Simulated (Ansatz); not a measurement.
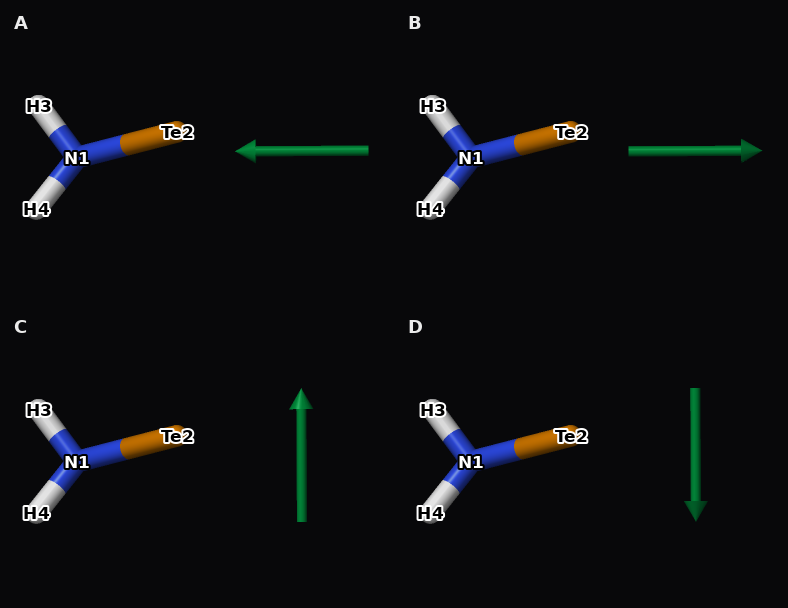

The same molecule four times, each with an arrow. State: neutral, doublet. Geometry: atoms displaced at random (about 0.03 Å) from a stationary point of GFN2-xTB. Properties computed with UKS r2SCAN-D4/def2-TZVPP, core potentials on Te (Ansatz 0.2.0).

Which arrow points along the dipole moment, from the negative to the positive end?

Answer. A. The dipole moment is 1.71 D; it points from the side of Te2 to the side of H3, H4 (the outermost atoms at the two ends).
